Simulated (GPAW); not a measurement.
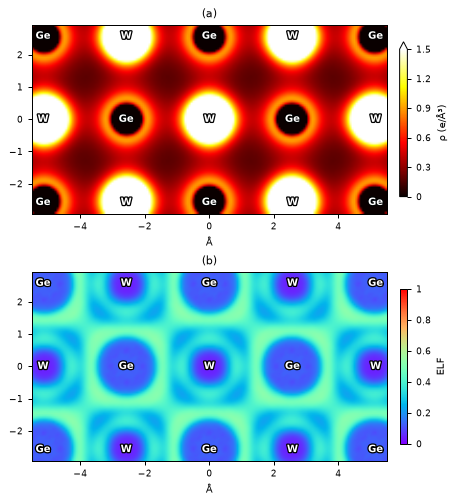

Figure 1: GeW. (a) valence electron density; (b) ELF on the (100) plane of the conventional cell.

Space group Fm-3m; a generated structure, not necessarily the stable one.

These are results of Kohn-Sham DFT of a periodic cell, PBE, GPAW PAW data sets (gpaw-data 1.2.1) (GPAW 26.7.0), not measurements.

```xyz
8
Lattice="5.1552 0.0000 0.0000 0.0000 5.1552 0.0000 0.0000 0.0000 5.1552" Properties=species:S:1:pos:R:3 pbc="T T T"
Ge    2.5776    0.0000    0.0000
Ge    0.0000    2.5776    0.0000
Ge    0.0000    0.0000    2.5776
Ge    2.5776    2.5776    2.5776
W     0.0000    0.0000    0.0000
W     2.5776    2.5776    0.0000
W     2.5776    0.0000    2.5776
W     0.0000    2.5776    2.5776
```

Q: What does the map show?

A:
- The section cuts through Ge and W sites.
- Ge–W (2.58 Å): the density is about 0.43 e/Å³ at the midpoint; the ELF is about 0.40 at the midpoint.
- Between the atoms the lowest density in this plane is 0.19 e/Å³.
